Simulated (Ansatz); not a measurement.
# GaH3O2: single points with varied inputs, part 2 of 2

Ansatz 0.2.0, Gaussian basis; the settings change from run to run. The steps go on from the part before.

## Step 9: wB97X/6-31G*

This run has density fitting with cc-pVTZ-jkfit.

Contents of in.yaml:

```yaml
crystal:
  periodic: [false, false, false]
  atoms:
    - {symbol: O, position_ang: [-1.213195, -0.662196, -0.331643]}
    - {symbol: Ga, position_ang: [0.192712, 0.428520, -0.177701]}
    - {symbol: O, position_ang: [1.374539, -0.148614, 1.016596]}
    - {symbol: H, position_ang: [-1.873657, -0.383326, -0.968289]}
    - {symbol: H, position_ang: [0.410218, 1.739877, -0.968360]}
    - {symbol: H, position_ang: [1.109383, -0.974271, 1.429398]}
basis:
  gaussian: {orbitals: "6-31G*", fitting: {mean_field: cc-pVTZ-jkfit}}
hamiltonian: {xc: {name: wB97X}}
output: {forces: true}
```

The run is started by

```
ansatz run in.yaml --threads 4 --pin off --events-out ev --progress --plain --max-ram 10444MiB
```

The program printed:

```text
Functional definition: wB97X
  name "wB97X"
  cite "Chai & Head-Gordon, J. Chem. Phys. 128, 084106 (2008) doi:10.1063/1.2834918"
  cite "Becke, J. Chem. Phys. 107, 8554 (1997) doi:10.1063/1.475007"
  parameter omega = 0.3/bohr
  parameter cx = 0.157706
  parameter cx1 = 0.726479
  parameter cx2 = 1.04760
  parameter cx3 = -5.70635
  parameter cx4 = 13.2794
  parameter css1 = -4.33879
  parameter css2 = 18.2308
  parameter css3 = -31.7430
  parameter css4 = 17.2901
  parameter cos1 = 2.37031
  parameter cos2 = -11.3995
  parameter cos3 = 6.58405
  parameter cos4 = -3.78132
  # The coefficients of nought are those of the uniform gas.
  exchange = spin_sum(e_x_unif_sr(omega)*poly(b97_u_x, 1 - cx, cx1, cx2, cx3, cx4)) + cx*exact_x_sr(omega)
      + exact_x_lr(omega)
  correlation = spin_sum(e_c_pw_same_spin*poly(b97_u_same, 1, css1, css2, css3, css4))
      + integral(e_c_pw_opposite_spin*poly(b97_u_opposite, 1, cos1, cos2, cos3, cos4))
455 factors; integrals over basis functions are off by at most 2.4e-2 eV
455 factors; integrals over basis functions are off by at most 6.9e-6 eV
mean field evaluation 1: about -56506.6359 eV, gradient 6.8e1 eV
mean field evaluation 2: about -56502.6536 eV, gradient 8.5e1 eV
mean field evaluation 4: about -56514.6456 eV, gradient 2.5e0 eV
mean field evaluation 8: about -56514.6557 eV, gradient 1.3e-2 eV
mean field -56514.65569379 eV, -2076.8752897373 hartree, gradient 2.0e-5 eV, S^2 0.000000; 0 other end points of the search recorded, 0 dependent functions left out
the calculation of the forces begins
reference -56514.65565123 eV, -2076.8752881733 hartree; 25, 25 occupied and 46, 46 virtual orbitals, 455 factors
Total energy: -56514.65565123 eV, -2076.8752881733 hartree
Atom 0 at    -1.213195    -0.662196    -0.331643 Å, force     0.129582    -0.146216     0.190041 eV/Å
Atom 1 at     0.192712     0.428520    -0.177701 Å, force    -0.050698    -0.057496     0.007267 eV/Å
Atom 2 at     1.374539    -0.148614     1.016596 Å, force     0.163847     0.262472    -0.078472 eV/Å
Atom 3 at    -1.873657    -0.383326    -0.968289 Å, force    -0.131182     0.130011    -0.179533 eV/Å
Atom 4 at     0.410218     1.739877    -0.968360 Å, force     0.011691     0.021823    -0.007783 eV/Å
Atom 5 at     1.109383    -0.974271     1.429398 Å, force    -0.123240    -0.210594     0.068479 eV/Å
Dipole moment:    -0.282826     0.097534    -0.257002 e Å
```

Wall time 1.2 s (4 threads of Arm Neoverse V1, shared host).

Largest force 0.319 eV/Å, dipole 1.89 D.

## Step 10: PBE/cc-pVTZ-DK

This run has charge -1, multiplicity 2, finite nuclei, relativity set to none, high accuracy.

Changes to in.yaml since step 9:

```diff
@@ -10,4 +10,7 @@
 basis:
-  gaussian: {orbitals: "6-31G*", fitting: {mean_field: cc-pVTZ-jkfit}}
-hamiltonian: {xc: {name: wB97X}}
+  gaussian: {orbitals: cc-pVTZ-DK, nuclear_model: gaussian}
+total_charge: -1
+magnetization: {spin_polarized: true, initial_magnetization: 1}
+hamiltonian: {xc: {name: PBE}, pseudopotentials: {relativity: none}}
+accuracy: high
 output: {forces: true}
```

The command is unchanged.

The program printed:

```text
Functional definition: PBE
  name "PBE"
  cite "Perdew, Burke & Ernzerhof, Phys. Rev. Lett. 77, 3865 (1996) doi:10.1103/PhysRevLett.77.3865"
  parent pbe
  parameter kappa = 0.804
  parameter beta = 0.06672455060314922
  exchange = pbe_x(kappa = kappa, mu = beta*pi^2/3)
  correlation = pbe_c(beta = beta)
2452 factors; integrals over basis functions are off by at most 5.4e-9 eV
mean field evaluation 1: about -56210.6281 eV, gradient 3.4e1 eV
mean field evaluation 2: about -56202.7398 eV, gradient 6.1e1 eV
mean field evaluation 4: about -56213.9371 eV, gradient 1.7e0 eV
mean field evaluation 8: about -56213.9494 eV, gradient 1.3e-1 eV
mean field evaluation 16: about -56213.9496 eV, gradient 7.4e-4 eV
mean field evaluation 32: about -56213.6155 eV, gradient 3.5e0 eV
mean field -56213.94960650 eV, -2065.8245448553 hartree, gradient 8.0e-8 eV, S^2 0.752190; 4 other end points of the search recorded, 0 dependent functions left out
the calculation of the forces begins
reference -56213.94961027 eV, -2065.8245449938 hartree; 26, 25 occupied and 119, 120 virtual orbitals, 2452 factors
WARN: the results are in doubt because the basis set is contracted for relativity, which is off
Total energy: -56213.94961027 eV, -2065.8245449938 hartree
Atom 0 at    -1.213195    -0.662196    -0.331643 Å, force    -1.179354    -1.522195     0.303909 eV/Å
Atom 1 at     0.192712     0.428520    -0.177701 Å, force     0.094732     1.467558    -0.983070 eV/Å
Atom 2 at     1.374539    -0.148614     1.016596 Å, force     1.346751    -0.435991     1.202891 eV/Å
Atom 3 at    -1.873657    -0.383326    -0.968289 Å, force    -0.097756     0.254683    -0.246522 eV/Å
Atom 4 at     0.410218     1.739877    -0.968360 Å, force     0.052659     0.504690    -0.324946 eV/Å
Atom 5 at     1.109383    -0.974271     1.429398 Å, force    -0.217032    -0.268744     0.047738 eV/Å
Dipole moment:    -0.270630    -0.307545     0.039797 e Å
In doubt: the basis set is contracted for relativity, which is off
```

It took 11 s on 4 threads of Arm Neoverse V1, shared host; peak memory 0.51 GiB.

Largest force 1.949 eV/Å, ⟨S²⟩ 0.752. The log holds a warning on this run.

## Step 11: All runs side by side

| level | charge | multiplicity | geometry | functions | energy (eV) | time |
| --- | --- | --- | --- | --- | --- | --- |
| r2SCAN0/aug-cc-pVDZ | 0 | 3 | relaxed | 109 | -56512.241 | 21 s |
| BLYP/STO-3G | 0 | 1 | relaxed | 31 | -55845.709 | 1.1 s |
| r2SCAN/def2-TZVPD | 0 | 1 | relaxed | 161 | -56522.158 | 3.3 s |
| wB97M-V/STO-3G | 0 | 1 | relaxed | 31 | -55850.316 | 1.7 s |
| PBE0/aug-cc-pVDZ | -1 | 2 | scaled | 109 | -56509.231 | 3.5 s |
| CCSDT/6-31G | 0 | 1 | shaken | 53 | -56458.411 | 17 s |
| PBE-QIDH/6-31G | 0 | 1 | shaken | 53 | -56486.491 | 1.4 s |
| wB97X/6-31G* | 0 | 1 | relaxed | 71 | -56514.656 | 1.2 s |
| PBE/cc-pVTZ-DK | -1 | 2 | relaxed | 145 | -56213.950 | 11 s |

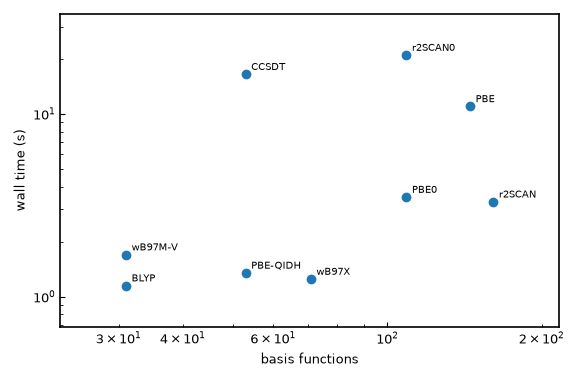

Wall time against the number of basis functions (shared host).

## Step 12: Summary of results

This closing draws on all 2 parts.

```
                                         quantity                      value
                                             runs                          9
                                         quickest         BLYP/STO-3G, 1.1 s
                                          slowest  r2SCAN0/aug-cc-pVDZ, 21 s
spread of total energies, same state and geometry                   676.4 eV
                  dipole, same state and geometry             1.37 to 1.89 D
```

In words: r2SCAN0/aug-cc-pVDZ took 18 times as long as BLYP/STO-3G. The jobs differ in tasks and options as well as level. Total energies at one charge and spin differ by 676 eV between levels, so only differences within one level mean anything. At the PBE0-D4/def2-TZVP geometry and in the same state, runs without warnings or point charges leave forces up to 6.54 eV/Å (wB97M-V/STO-3G).
